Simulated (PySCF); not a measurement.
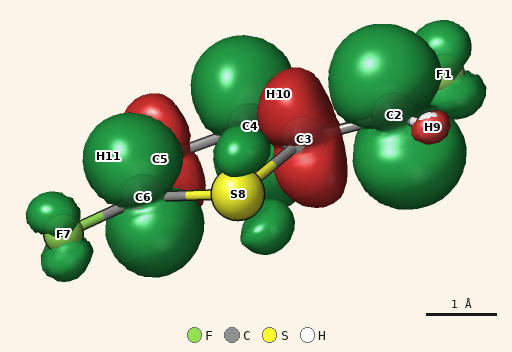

The picture shows: C$_{5}$H$_{3}$F$_{2}$S (SMILES F[CH]c1ccc(F)s1) (doublet). Isosurfaces of the spin density at +0.02 (green) and −0.02 e/Å³ (red), seen at an oblique angle.

Geometry: GFN2-xTB.

Theory: UKS B3LYP, pcH-1 on C F H S, non-relativistic, mean-field spin-orbit, GIAO (PySCF).

```yaml
atoms:
  - { symbol: F, position_ang: [2.8205, 0.6793, 0.4730] }
  - { symbol: C, position_ang: [2.0834, -0.3197, -0.0327] }
  - { symbol: C, position_ang: [0.7248, -0.2274, -0.0675] }
  - { symbol: C, position_ang: [-0.1026, 0.8247, 0.3755] }
  - { symbol: C, position_ang: [-1.4543, 0.5772, 0.1837] }
  - { symbol: C, position_ang: [-1.6806, -0.6436, -0.3977] }
  - { symbol: F, position_ang: [-2.8687, -1.1570, -0.7042] }
  - { symbol: S, position_ang: [-0.2396, -1.5458, -0.7349] }
  - { symbol: H, position_ang: [2.6669, -1.1511, -0.3883] }
  - { symbol: H, position_ang: [0.3035, 1.7164, 0.8139] }
  - { symbol: H, position_ang: [-2.2478, 1.2496, 0.4533] }
```

### Where is the unpaired spin?

The unpaired spin (1 electron) lies mostly on C2 (about 0.4), C4 (about 0.2) and C6 (about 0.2), in electrons by Hirshfeld's partition.
